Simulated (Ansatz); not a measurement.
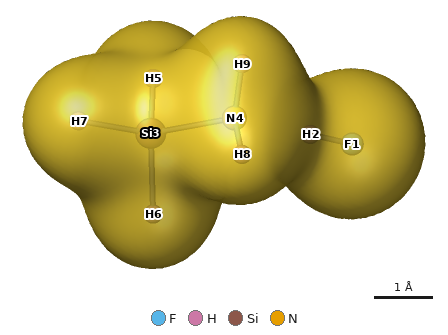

Figure. HF···H5NSi (SMILES F.[SiH3]N). Isosurface of the electron density at 0.05 e/Å³ (yellow), seen from one side.

Geometry: PBE0-D4/def2-TZVP.

These are results of Ansatz 0.2.0, RKS PBE0-D4/def2-TZVPPD, not measurements.

```xyz
9

F    -0.7345    0.5738   -2.4337
H    -0.6826    0.5741   -1.4799
Si    0.6922   -0.6286    0.6077
N    -0.5538    0.5390    0.2056
H     0.2558   -1.9330    0.0588
H     1.9441   -0.1624   -0.0315
H     0.9169   -0.7682    2.0727
H    -0.3533    1.4957    0.4695
H    -1.4848    0.3095    0.5309
```

**Which contacts does the surface bridge?**

At this value the surface is in one piece. It bridges the sampled N···H (1.69 Å), Si–N (1.75 Å), F–H (0.96 Å) and N–H (1.01 Å) contacts, where the density stays above the isovalue. On the grid the lowest density along these lines, outside the cores, is 0.37 e/Å³ (N···H, 1.69 Å), 0.88 e/Å³ (Si–N, 1.75 Å), 2.2 e/Å³ (F–H, 0.96 Å) and 2.3 e/Å³ (N–H, 1.01 Å).
